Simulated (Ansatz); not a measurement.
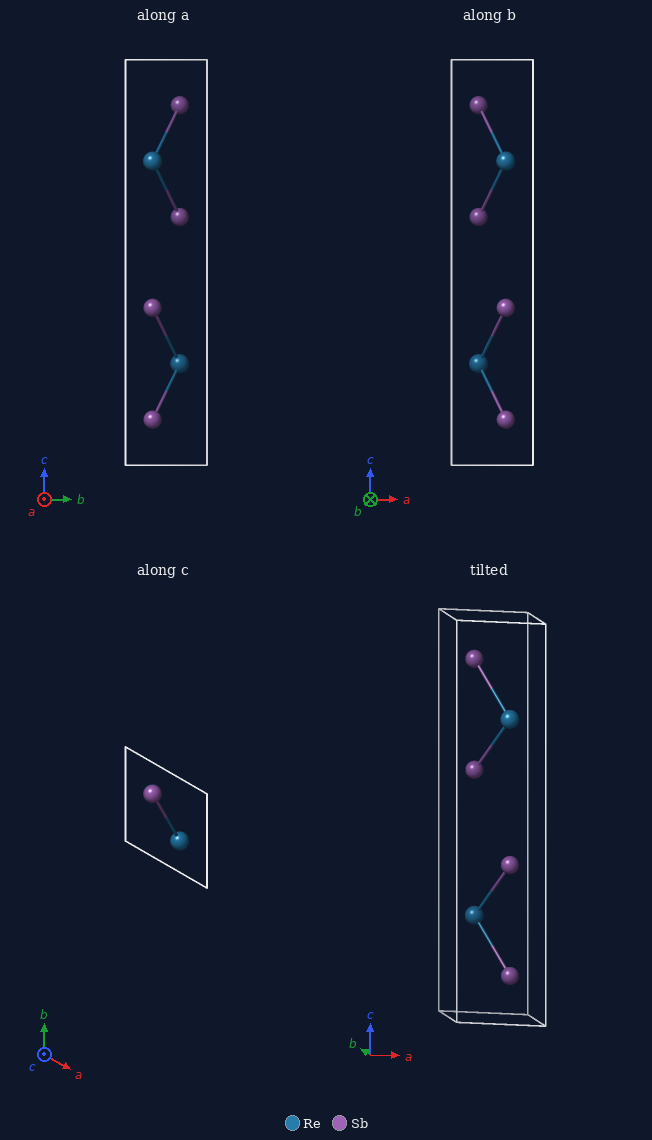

The crystal in a ball-and-stick representation, seen along the a axis, along the b axis, along the c axis and slightly off an axis. The frame is the conventional unit cell; atoms at its boundary are shown with their periodic copies.

Lattice parameters: a = 3.319 Å, b = 3.319 Å, c = 14.283 Å, α = 90.00°, β = 90.00°, γ = 120.00°.

Question: Set out the cell and atoms as a table of Wyckoff sites, with free fractional coordinates to two decimals.

Answer: Space group P6_3/mmc (No. 194).
```csv
atom,site,x,y,z
Re,2c,0.3333,0.6667,0.25
Sb,4f,0.3333,0.6667,0.89
```

Its origin is a structure type filled with these elements by a generator (whether the compound takes this form wasn't checked). Earlier steps of the study may have refined or changed the cell and positions. A calculation with Ansatz used it as input.
